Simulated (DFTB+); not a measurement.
# Energy and gradient calculation of AlBH$_{6}$

AlBH$_{6}$ (H2Al(BH4)), computed with GFN1-xTB, R-SCC, dispersion built in, COSMO solvent cs2 (DFTB+ 25.1).

The geometry comes from this level: GFN2-xTB.

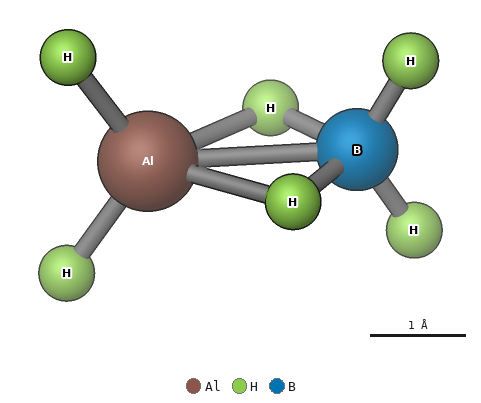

The input geometry (ball-and-stick view, seen at a tilt). Sticks mark near contacts.

Input (dftb_in.hsd)
```
Geometry = xyzFormat {
  <<< "input.xyz"
}

Hamiltonian = xTB {
  Method = "GFN1-xTB"
  Filling = Fermi {
    Temperature [K] = 300
  }
  Solvation = Cosmo {
    Solvent = fromName {
      "cs2"
    }
    RadiiScaling {
      Al = 1.1
      H = 1.1
      B = 1.1
    }
    AngularGrid = 26
    FreeEnergyShift [kcal/mol] = 0.0
    Solver = DomainDecomposition {
      MaxMoment = 10
      Accuracy = 1e-08
    }
  }
}

Analysis {
  PrintForces = Yes
}

Options {
  WriteResultsTag = Yes
}

ParserOptions {
  ParserVersion = 14
}
```

File input.xyz
```
8

Al    -0.872330    -0.514150    -0.478720
H      0.096830     0.945450    -0.494590
B      0.854410     0.502140     0.466870
H      0.387400    -0.681460     0.733140
H     -0.754240    -1.432160    -1.724810
H     -2.325190    -0.376490     0.049730
H      0.669960     1.182470     1.410950
H      1.943150     0.374200     0.037420
```

Launched with:
```bash
dftb+ > output.log
```

The program's output
```
|  DFTB+ development version (commit: a23bfb2)

Reading input file 'dftb_in.hsd'
Parser version: 14

--------------------------------------------------------------------------------

Processed input in HSD format written to 'dftb_pin.hsd'

Starting initialization...
--------------------------------------------------------------------------------
OpenMP threads:              1
Chosen random seed:          290509146
Current stacksize:           unlimited
Mode:                        Static calculation
Self consistent charges:     Yes
SCC-tolerance:                 0.100000E-04
Max. scc iterations:                    100
Shell resolved Hubbard:      Yes
Spin polarisation:           No
Nr. of up electrons:             6.000000
Nr. of down electrons:           6.000000
Periodic boundaries:         No
Electronic solver:           Relatively robust
Mixer:                       Broyden mixer
Mixing parameter:                  0.200000
Nr. of chrg. vec. in memory:            100
Max. SCC-cycles:                        100
tblite library version:      0.3.0
-> parametrization:          GFN1-xTB
-> repulsion:                Yes
-> dispersion:               Yes
-> halogen bonding:          Yes
-> electrostatics:           Yes
   -> isotropic:             Yes
   -> anisotropic:           No
   -> third-order:           Yes
Electronic temperature:              0.950045E-03 H      0.258520E-01 eV
Initial charges:             Set automatically (system chrg:   0.000E+00)
Included shells:            Al:  s, p, d
                             H:  s, s2
                             B:  s, p
Solvation:                   conductor like screening model
Dielectric constant:           2.600000E+00
Free energy shift:             0.000000E+00 H      0.000000E+00 eV
Grid points:                   2.080000E+02 total            26 per atom
Solver:                      domain decomposition
SASA model:                  No
Solvated fields rescaled:    Yes
Extra options:
                             Mulliken analysis
                             Force calculation
Force type                   original

--------------------------------------------------------------------------------

***  Geometry step: 0

 iSCC Total electronic   Diff electronic      SCC error
    1   -0.59117136E+01    0.00000000E+00    0.11557313E+01
    2   -0.59140904E+01   -0.59117136E+01    0.92138177E+00
    3   -0.59140057E+01   -0.23767485E-02    0.14656710E+00
    4   -0.59069802E+01    0.84671700E-04    0.25359787E+00
    5   -0.59174159E+01    0.70255433E-02    0.62088778E-01
    6   -0.59180203E+01   -0.10435763E-01    0.18715489E-01
    7   -0.59180904E+01   -0.60436368E-03    0.51820527E-02
    8   -0.59180928E+01   -0.70061554E-04    0.37823818E-02
    9   -0.59180955E+01   -0.24096359E-05    0.55904930E-03
   10   -0.59180955E+01   -0.27108436E-05    0.36828754E-03
   11   -0.59180955E+01   -0.30100192E-07    0.14177608E-04
   12   -0.59180955E+01   -0.22904352E-07    0.23212089E-05

Total Energy:                       -5.8696405043 H         -159.7210 eV
Extrapolated to 0K:                 -5.8696405043 H         -159.7210 eV
Total Mermin free energy:           -5.8696405043 H         -159.7210 eV
Force related energy:               -5.8696405043 H         -159.7210 eV

Cavity information written to dftbp.cosmo

--------------------------------------------------------------------------------
--------------------------------------------------------------------------------
SCC                                    +       0.04 ( 92.0%)       0.04 ( 93.6%)
--------------------------------------------------------------------------------
Missing                                +       0.00 (  8.0%)       0.00 (  6.4%)
Total                                  =       0.05 (100.0%)       0.05 (100.0%)
--------------------------------------------------------------------------------
```

File detailed.out
```
Fermi distribution function

Calculation with static geometry

********************************************************************************
 iSCC Total electronic   Diff electronic      SCC error
   12   -0.59180955E+01   -0.22904352E-07    0.23212089E-05
********************************************************************************

 Total charge:    -0.00000000

 Atomic gross charges (e)
 Atom           Charge
    1       0.34921289
    2      -0.03747436
    3       0.12931062
    4      -0.03677799
    5      -0.13471423
    6      -0.13331584
    7      -0.06922892
    8      -0.06701217

Nr. of electrons (up):     12.00000000
Atom populations (up)
 Atom       Population
    1       2.65078711
    2       1.03747436
    3       2.87068938
    4       1.03677799
    5       1.13471423
    6       1.13331584
    7       1.06922892
    8       1.06701217

l-shell populations (up)
 Atom Sh.   l       Population
    1   1   0       1.18617752
    1   2   1       1.19958878
    1   3   2       0.26502081
    2   1   0       1.02861678
    2   2   0       0.00885758
    3   1   0       0.85817506
    3   2   1       2.01251432
    4   1   0       1.02799153
    4   2   0       0.00878646
    5   1   0       1.13516858
    5   2   0      -0.00045435
    6   1   0       1.13380463
    6   2   0      -0.00048879
    7   1   0       1.06747939
    7   2   0       0.00174953
    8   1   0       1.06540954
    8   2   0       0.00160263

Orbital populations (up)
 Atom Sh.   l   m       Population  Label
    1   1   0   0       1.18617752  s
    1   2   1  -1       0.31440446  p_y
    1   2   1   0       0.41666321  p_z
    1   2   1   1       0.46852111  p_x
    1   3   2  -2       0.04693926  d_xy
    1   3   2  -1       0.03806708  d_yz
    1   3   2   0       0.06003424  d_z2
    1   3   2   1       0.08531168  d_xz
    1   3   2   2       0.03466855  d_x2-y2
    2   1   0   0       1.02861678  s
    2   2   0   0       0.00885758  s2
    3   1   0   0       0.85817506  s
    3   2   1  -1       0.62696602  p_y
    3   2   1   0       0.68934789  p_z
    3   2   1   1       0.69620042  p_x
    4   1   0   0       1.02799153  s
    4   2   0   0       0.00878646  s2
    5   1   0   0       1.13516858  s
    5   2   0   0      -0.00045435  s2
    6   1   0   0       1.13380463  s
    6   2   0   0      -0.00048879  s2
    7   1   0   0       1.06747939  s
    7   2   0   0       0.00174953  s2
    8   1   0   0       1.06540954  s
    8   2   0   0       0.00160263  s2

Fermi level:                        -0.3228301899 H           -8.7847 eV
Band energy:                        -5.8841582197 H         -160.1161 eV
TS:                                  0.0000000000 H            0.0000 eV
Band free energy (E-TS):            -5.8841582197 H         -160.1161 eV
Extrapolated E(0K):                 -5.8841582197 H         -160.1161 eV
Input / Output electrons (q):     12.0000000000     12.0000000000

Energy H0:                          -5.9225256970 H         -161.1601 eV
Energy SCC:                          0.0054484559 H            0.1483 eV
Solvation energy:                   -0.0010182864 H           -0.0277 eV
Total Electronic energy:            -5.9180955275 H         -161.0396 eV
Repulsive energy:                    0.0500322177 H            1.3614 eV
Halogen correction energy:           0.0000000000 H            0.0000 eV
Total energy:                       -5.8696405043 H         -159.7210 eV
Extrapolated to 0:                  -5.8696405043 H         -159.7210 eV
Total Mermin free energy:           -5.8696405043 H         -159.7210 eV
Force related energy:               -5.8696405043 H         -159.7210 eV

Non-constrained calculation

SCC converged

Total Forces
    1     -0.010392632101     -0.006027384697     -0.005659042830
    2     -0.003122215635      0.000322320323     -0.003027308955
    3     -0.006482799495     -0.003655033438     -0.003445573519
    4     -0.002573874105     -0.004042846661     -0.000163462573
    5      0.006760909100      0.004297145296      0.004083796994
    6      0.007482170607      0.004059449677      0.003481536036
    7      0.000152338190      0.005163778664      0.006742923218
    8      0.008176103438     -0.000117429163     -0.002012868371

Maximal derivative component:        0.103926E-01 au

Dipole moment:   -0.17799398   -0.11333894   -0.10988019 au
Dipole moment:   -0.45241562   -0.28807889   -0.27928761 Debye
```

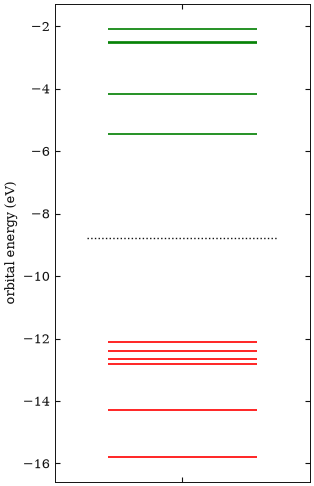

Orbital energies near the frontier; the dotted line parts filled from empty levels, and levels within 0.02 eV of each other stand side by side. Highest filled −12.11 eV, lowest empty −5.46 eV, 6.65 eV apart.

Summary

| quantity | value |
| --- | --- |
| outcome | converged |
| Mermin free energy | −5.869641 hartree |
| solvation energy | −0.001018 hartree |
| basis functions | 25 |
| largest force | 0.683 eV/Å |
| HOMO | −12.11 eV |
| LUMO | −5.46 eV |
| dipole moment | 0.60 D |
| hardware | 1 thread of Intel Xeon (Granite Rapids), 32 GiB of memory available, shared host |
| peak memory | 0.073 GiB |

Settings chosen away from the usual ones: angular_grid. These settings are looser than, or depart from, a standard set-up, so the numbers are not reference values for this system.
